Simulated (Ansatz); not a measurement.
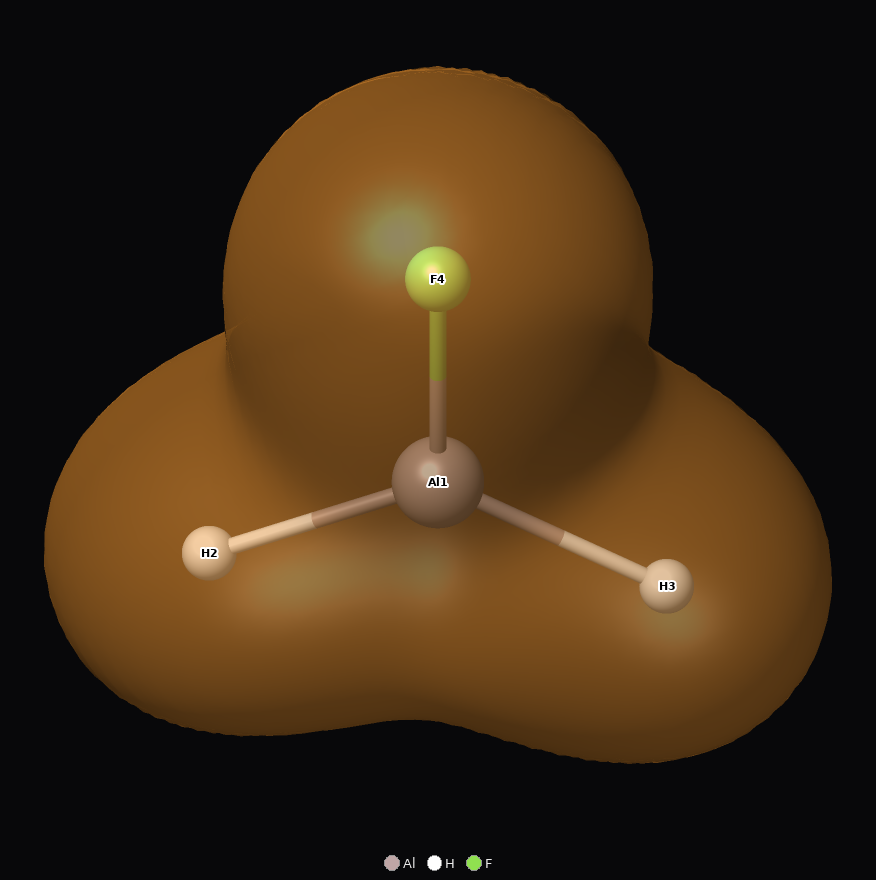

Figure. AlFH₂. Isosurface of the electron density at 0.05 e/Å³ (orange), seen at an oblique angle.

All numbers below come from RKS r2SCAN-D4/def2-mTZVP (Ansatz 0.2.0).

How is the density connected at this value?

At this value the surface is in one piece. It bridges the sampled Al–F (1.66 Å) and Al–H (1.58 Å) contacts, where the density stays above the isovalue. On the grid the lowest density along these lines, outside the cores, is 0.74 e/Å³ (Al–F, 1.66 Å) and 0.55 e/Å³ (Al–H, 1.58 Å).
